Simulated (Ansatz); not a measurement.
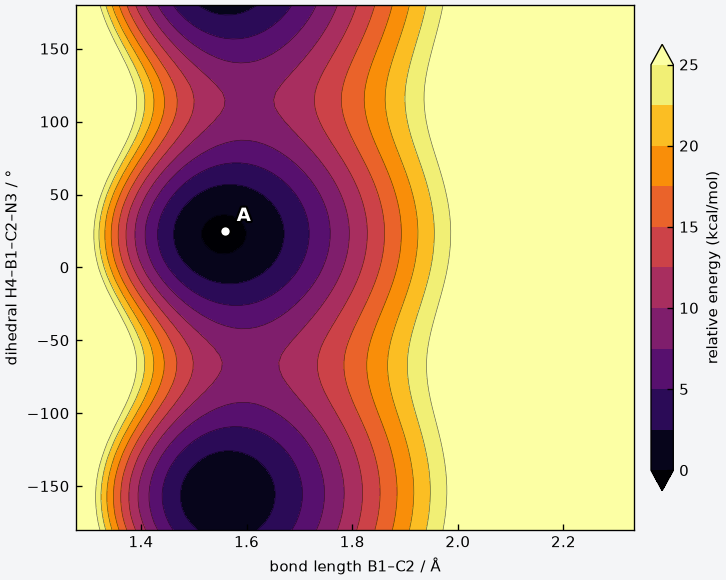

CH₅BN, SMILES BC[NH], spin multiplicity 2. The first coordinate is: bond length B1–C2; the second: dihedral H4–B1–C2–N3. Nothing is relaxed (all other coordinates rigid). The grid has 11 × 12 points. Points are written as (first, second). Energies: kcal/mol, counted from the lowest grid point. Computed with UKS PBE0-D4/def2-TZVP (Ansatz).

The picture shows filled contours, one colour for all values above the top of the scale, the point A. Between grid points the surface is interpolated.

Find the lowest pass out of the well at A.

The easiest path leads from the well at about (1.56 Å, 25°) to the well at about (1.56 Å, −155°), about 0.78 kcal/mol higher. Its highest point lies about 9.8 kcal/mol above the bottom of the first well on the interpolated surface, at (1.594 Å, −60°). The start is the relaxed structure and all else is held, so a fully relaxed path at this level can only be lower.

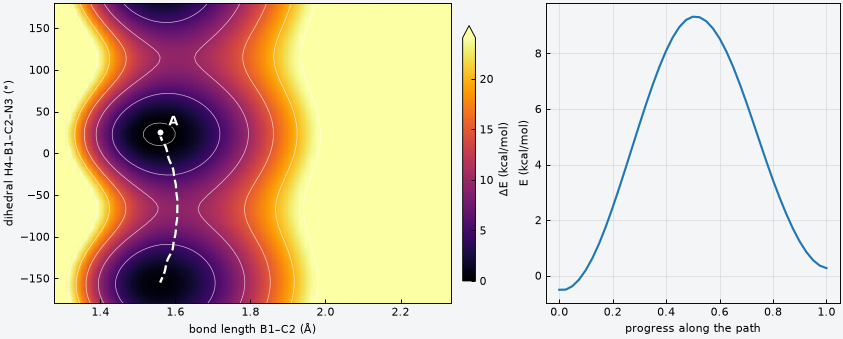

Drawn: a smooth colour map with a few white contour lines, a line along the lowest path, one colour for all values above the top of the scale, the energy along the path at the right. Between grid points the surface is interpolated.
